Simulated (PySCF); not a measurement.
```yaml
atoms:
  - { symbol: C, position_ang: [3.9104, -0.9129, -0.6940] }
  - { symbol: C, position_ang: [3.1224, 0.1399, -0.5826] }
  - { symbol: C, position_ang: [1.8542, 0.1773, 0.2071] }
  - { symbol: C, position_ang: [0.6548, 0.4997, -0.6908] }
  - { symbol: Si, position_ang: [-0.9538, 0.6495, 0.2952] }
  - { symbol: F, position_ang: [-0.7033, 1.8465, 1.3752] }
  - { symbol: C, position_ang: [-1.7156, -0.8572, 1.1863] }
  - { symbol: Si, position_ang: [-3.4334, -0.5067, 0.3989] }
  - { symbol: C, position_ang: [-2.6224, 0.9255, -0.5886] }
  - { symbol: H, position_ang: [4.8133, -0.8927, -1.2807] }
  - { symbol: H, position_ang: [3.6887, -1.8419, -0.1937] }
  - { symbol: H, position_ang: [3.3684, 1.0603, -1.0978] }
  - { symbol: H, position_ang: [1.6970, -0.7807, 0.7058] }
  - { symbol: H, position_ang: [1.9345, 0.9497, 0.9765] }
  - { symbol: H, position_ang: [0.8475, 1.4377, -1.2143] }
  - { symbol: H, position_ang: [0.5659, -0.2714, -1.4562] }
  - { symbol: H, position_ang: [-1.2893, -1.8190, 0.9165] }
  - { symbol: H, position_ang: [-1.6905, -0.7983, 2.2705] }
  - { symbol: H, position_ang: [-4.4459, -0.0688, 1.3585] }
  - { symbol: H, position_ang: [-3.9468, -1.5974, -0.4318] }
  - { symbol: H, position_ang: [-2.6064, 0.7767, -1.6640] }
  - { symbol: H, position_ang: [-3.0604, 1.9035, -0.4148] }
```

Geometry: GFN2-xTB.

All numbers below come from PySCF 2.14.0, PBE0/pcSseg-1, SCF density, gas phase, non-relativistic.

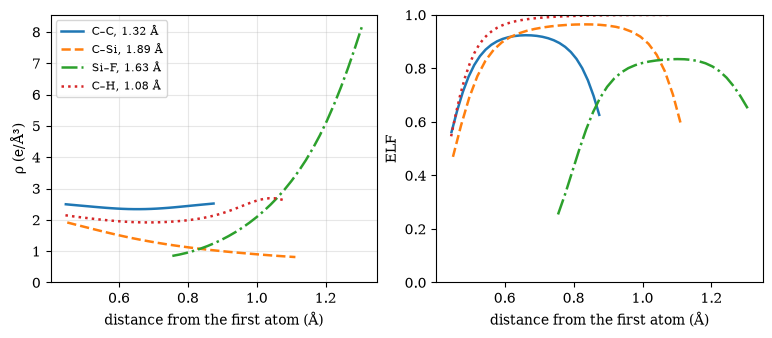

C$_{6}$H$_{13}$FSi$_{2}$. Total electron density and electron localisation function along straight lines between neighbouring atoms. The curves leave out the atomic cores.

What can be read from the curves?

Answer. C–C (1.32 Å): the density is about 2.3 e/Å³ at the midpoint; the ELF peaks at about 0.90 between the atoms; a multiple bond.
C–Si (1.89 Å): ρ is about 0.95 e/Å³ halfway; the ELF peaks at about 0.95 between the atoms (localised, covalent bonding).
Si–F (1.63 Å): ρ at the midpoint is about 1 e/Å³; the ELF peaks at about 0.85 in the valence shell of F, 0.5 Å from its nucleus, and is about 0.50 at the midpoint.
C–H (1.08 Å): the density is about 2 e/Å³ at the midpoint; the ELF climbs to about 1 towards the hydrogen, as it does in any bond to H; an ordinary covalent bond to hydrogen.
